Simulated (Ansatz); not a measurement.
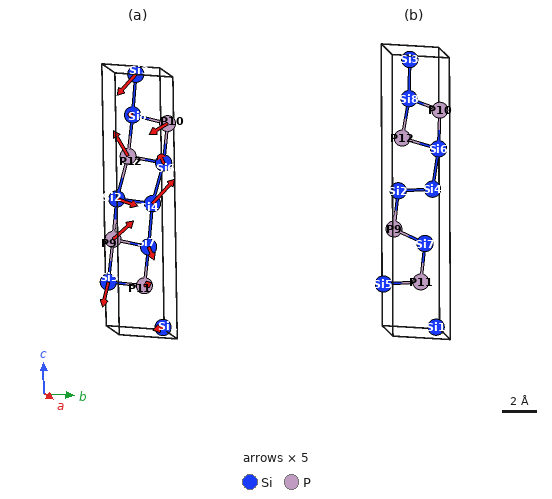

The structure of crystalline Si2P (a generated structure, set up in P1) (coarse preliminary run) before (left) and after (right) a relaxation, at one scale. The red arrows give the displacements (the part carried along by the change of the cell is left out), 5 times their true length.

Style: ball-and-stick. Shown: the cell of the calculation, slightly off an axis.

All numbers below come from DFT PBE, scalar-relativistic, plane waves, PAW in Ansatz. (plane-wave cutoff 420 eV; k-point mesh 6 × 6 × 1; occupations gaussian; smearing width 0.1 eV; no spin polarisation; cell and atoms relaxed; force threshold 0.04 eV/Å; at most 70 steps)

What changed between the two?

Answer. The energy falls by 38.1 meV per atom in 12 accepted moves (16 points after the start). Largest force component: 0.29 eV/Å at the start, 0.037 eV/Å at the end. Pressure: 0.42 GPa at the start and 0.05 GPa at the end. The line search rejected the trial steps at points 2, 10, 13 of the run. The SCF was repeated once at an unchanged geometry on a basis and grid sized afresh for the cell, which shifted the energy by 0.6 meV per atom at most. The atom that moves furthest relative to the cell is Si4 (0.41 Å roughly along [2 3 1]). Largest moves by element: Si 0.41 Å, P 0.36 Å. Cell: a 3.518 → 3.509 Å (−0.3 %), b 3.520 → 3.508 Å (−0.3 %), c 15.470 → 16.616 Å (+7.4 %), α 96.0° → 94.4°, β 94.3° → 96.7°, γ 90.1° → 94.2°. Volume +6.3 %. Among the contacts that change: Si5–P9 2.548 → 3.295 Å, Si4–Si7 2.583 → 3.251 Å, Si3–P11 3.007 → 3.543 Å, Si2–P12 2.670 → 3.186 Å. Among the angles between lasting bonds that change: P9–Si7–P9 177.9° → 156.5°, Si7–P9–Si7 177.9° → 156.5°, Si2–Si4–Si6 81.6° → 102.1°. The space group stays P1 (No. 1).
